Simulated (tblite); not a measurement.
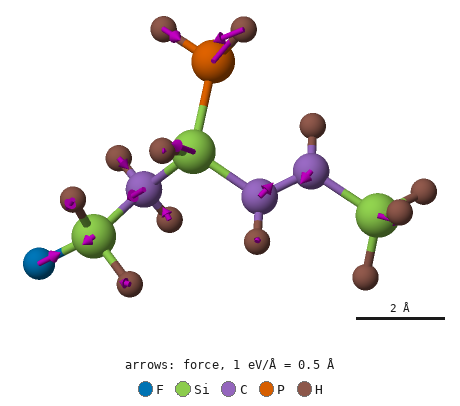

Starting geometry of C3H12FPSi3 with the computed forces as purple arrows. A ball-and-stick model, seen face on.

Level of theory: tblite, GFN2-xTB geometry optimisation, gas phase. 

### Is this structure relaxed? If not, where do the atoms go?

It isn't relaxed: the largest force vector, on the P atom, is 2.38 eV/Å. The final displacements have little in common with the starting forces (cosine between the two patterns 0.17). The largest move after the best rigid fit is that of an H atom, 1.47 Å. By element the largest moves are H 1.47 Å, F 0.75 Å, Si 0.62 Å, P 0.47 Å, C 0.46 Å. Among the contacts that change: P–Si 2.173 → 2.250 Å, H–P 1.458 → 1.384 Å, C–Si 1.851 → 1.906 Å, F–Si 1.661 → 1.614 Å. Bond angles that change, for instance: H–P–H 112.2° → 92.4°, Si–P–H 114.0° → 95.0°, C–C–Si 117.5° → 125.9°. Groups turn about C–Si by about 50°, C–Si by about 35°. Over 196 geometry steps the energy falls by 30.7 kcal/mol.
